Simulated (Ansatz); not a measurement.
Geometry optimisation.

Program: Ansatz.

```
crystal:
  lattice:
    - [0.0, 1.9248031288, 1.9248031288]
    - [1.9248031288, 0.0, 1.9248031288]
    - [1.9248031288, 1.9248031288, 0.0]
  atoms:
    - { symbol: B, position: [0.0, 0.0, 0.0] }
    - { symbol: C, position: [0.5, 0.5, 0.5] }
basis:
  ecutwfc: 420
kpoints:
  mp_grid: { grid: [8, 8, 8] }
hamiltonian:
  xc: pbe
scf:
  occupations: { method: gaussian, width: 0.1 }
  lower_state_search: "off"
output:
  forces: true
  stress: true
  eigenvalues: true
relax:
  adjacent_minimum: "off"
  f_tol: 0.04
  max_steps: 70
  cell: { stress_tol: 0.4 }
```

Command:
```bash
ansatz run input.yaml --threads 1 --pin off --max-ram 2560MiB --backend cpu --events-out ev --progress --plain --runs-dir out
```

Question: How does the optimisation go?

Answer: The optimisation met its thresholds at geometry 5, counting the start as the first. The energy fell by about 220 meV/atom from the first step to the last. All forces vanish by symmetry, so only the cell moves. The volume shrinks from 7.1 to 5.8 Å³ per atom (−19 %), overshooting to 5.7 at step 3, as the pressure goes from −45 GPa to about 0 GPa.

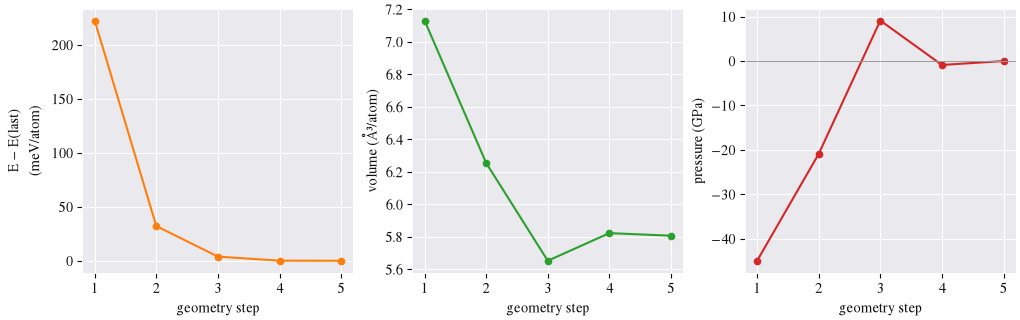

History of the run, step by step. Atoms and cell relax. A closing SCF on a freshly chosen basis isn't drawn.
